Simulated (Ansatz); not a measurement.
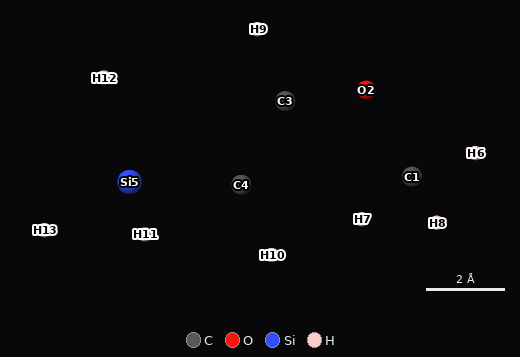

**Figure 1.** The structure (ball-and-stick view, seen at a tilt; atoms are numbered from 1 in the order of the input). Sticks are drawn by distance; a stretched bond gets none, so the picture shows separate pieces.

## Single-point calculation, with input and output: C3H8OSi (charge +1)

- system: C3H8OSi, charge +1, multiplicity 2
- method: UKS wB97X/6-31G* (Ansatz 0.2.0)

Some settings of this run were made unusual or wrong on purpose. The geometry comes from this level: PBE0-D4/def2-TZVP. Figures and captions count atoms from 1; the log counts them from 0 in places.

The program's output:
```
Functional definition: wB97X
  name "wB97X"
  cite "Chai & Head-Gordon, J. Chem. Phys. 128, 084106 (2008) doi:10.1063/1.2834918"
  cite "Becke, J. Chem. Phys. 107, 8554 (1997) doi:10.1063/1.475007"
  parameter omega = 0.3/bohr
  parameter cx = 0.157706
  parameter cx1 = 0.726479
  parameter cx2 = 1.04760
  parameter cx3 = -5.70635
  parameter cx4 = 13.2794
  parameter css1 = -4.33879
  parameter css2 = 18.2308
  parameter css3 = -31.7430
  parameter css4 = 17.2901
  parameter cos1 = 2.37031
  parameter cos2 = -11.3995
  parameter cos3 = 6.58405
  parameter cos4 = -3.78132
  # The coefficients of nought are those of the uniform gas.
  exchange = spin_sum(e_x_unif_sr(omega)*poly(b97_u_x, 1 - cx, cx1, cx2, cx3, cx4)) + cx*exact_x_sr(omega)
      + exact_x_lr(omega)
  correlation = spin_sum(e_c_pw_same_spin*poly(b97_u_same, 1, css1, css2, css3, css4))
      + integral(e_c_pw_opposite_spin*poly(b97_u_opposite, 1, cos1, cos2, cos3, cos4))
981 factors; integrals over basis functions are off by at most 3.1e-4 eV
279 factors; integrals over basis functions are off by at most 2.2e-5 eV
mean field evaluation 1: about -13048.1032 eV, gradient 7.6e1 eV
mean field evaluation 2: about -12126.5611 eV, gradient 1.5e2 eV
mean field evaluation 4: about -13065.5821 eV, gradient 5.3e1 eV
mean field evaluation 8: about -13082.9882 eV, gradient 4.4e1 eV
mean field evaluation 16: about -13108.8462 eV, gradient 1.7e0 eV
mean field evaluation 32: about -13109.1104 eV, gradient 2.0e-5 eV
mean field evaluation 64: about -13105.8803 eV, gradient 2.4e0 eV
mean field evaluation 96: about -13109.0050 eV, gradient 3.4e-1 eV
mean field evaluation 128: about -13109.0893 eV, gradient 2.4e-6 eV
mean field evaluation 160: about -13109.0736 eV, gradient 1.2e-1 eV
mean field evaluation 192: about -13109.0992 eV, gradient 3.6e-1 eV
mean field -13109.11038585 eV, -481.7509210059 hartree, gradient 3.7e-7 eV, S^2 6.149911; 8 other end points of the search recorded, 0 dependent functions left out
the calculation of the forces begins
reference -13109.11036387 eV, -481.7509201982 hartree; 24, 23 occupied and 71, 72 virtual orbitals, 981 factors
Total energy: -13109.11036387 eV, -481.7509201982 hartree
Atom 0 at    -2.657220     3.337179     1.028417 Å, force    -0.983668     0.978694    -0.877797 eV/Å
Atom 1 at    -1.153555     1.908991     2.701509 Å, force     0.183505    -0.322557    -0.520771 eV/Å
Atom 2 at     0.245142     0.055776     1.692125 Å, force     0.626753    -0.632571     0.513884 eV/Å
Atom 3 at     0.414520    -0.640105    -0.731709 Å, force    -0.626362     0.633114    -0.508761 eV/Å
Atom 4 at     2.484994    -3.273572    -1.688538 Å, force    -0.090768     0.070550    -0.173310 eV/Å
Atom 5 at    -3.641212     4.730754     2.176918 Å, force     1.032193    -1.472603    -1.257418 eV/Å
Atom 6 at    -1.488485     4.299018    -0.381955 Å, force    -1.200922    -0.958138     1.415642 eV/Å
Atom 7 at    -4.035685     2.135797     0.060571 Å, force     1.380503     1.234135     0.967173 eV/Å
Atom 8 at     1.307031    -0.890937     3.172431 Å, force    -0.995107     0.887846    -1.383904 eV/Å
Atom 9 at    -0.680621     0.358118    -2.151297 Å, force     0.917516    -0.792388     1.403978 eV/Å
Atom 10 at     1.034213    -5.345436    -2.923189 Å, force     0.224740     0.389790     0.256810 eV/Å
Atom 11 at     3.761255    -4.299800     0.598328 Å, force    -0.110710     0.089731    -0.195090 eV/Å
Atom 12 at     4.448172    -2.441359    -3.525641 Å, force    -0.357675    -0.105602     0.359564 eV/Å
Dipole moment:     1.900587    -2.504790    -1.305803 e Å
```

The run was set up as follows.

Input file:
```yaml
crystal:
  periodic: [false, false, false]
  atoms:
    - {symbol: C, position_ang: [-2.657220, 3.337179, 1.028417]}
    - {symbol: O, position_ang: [-1.153555, 1.908991, 2.701509]}
    - {symbol: C, position_ang: [0.245142, 0.055776, 1.692125]}
    - {symbol: C, position_ang: [0.414520, -0.640105, -0.731709]}
    - {symbol: Si, position_ang: [2.484994, -3.273572, -1.688538]}
    - {symbol: H, position_ang: [-3.641212, 4.730754, 2.176918]}
    - {symbol: H, position_ang: [-1.488485, 4.299018, -0.381955]}
    - {symbol: H, position_ang: [-4.035685, 2.135797, 0.060571]}
    - {symbol: H, position_ang: [1.307031, -0.890937, 3.172431]}
    - {symbol: H, position_ang: [-0.680621, 0.358118, -2.151297]}
    - {symbol: H, position_ang: [1.034213, -5.345436, -2.923189]}
    - {symbol: H, position_ang: [3.761255, -4.299800, 0.598328]}
    - {symbol: H, position_ang: [4.448172, -2.441359, -3.525641]}
basis:
  gaussian: {orbitals: "6-31G*", final_grid: {core_spheres: 8, valence_spheres: 7, degree: 23}}
total_charge: 1
magnetization: {spin_polarized: true, initial_magnetization: 1}
hamiltonian: {xc: {name: wB97X}}
output: {forces: true}
```

Launch command:
```bash
ansatz run in.yaml --threads 4 --pin off --events-out ev --progress --plain --max-ram 10444MiB
```

Outcome:

```json
{"quantity": "outcome", "value": "converged"}
{"quantity": "total energy", "value": "−13109.1104 eV"}
{"quantity": "⟨S²⟩", "value": "6.150"}
{"quantity": "SCF solution under orbital rotations", "value": "stable"}
{"quantity": "largest force (length of the vector)", "value": "2.194 eV/Å"}
{"quantity": "hardware", "value": "4 threads of Arm Neoverse V2, 23 GiB of memory available, shared host"}
{"quantity": "wall time", "value": "19 s (CPU time 68 s)"}
{"quantity": "peak memory", "value": "0.34 GiB"}
```

A setting was made wrong on purpose: the coordinates are scaled as if typed in the wrong unit. The program still converged, but the numbers can't be taken as results for the intended system. ⟨S²⟩ is 6.15 against 0.75 for a pure state: the solution is spin-contaminated.
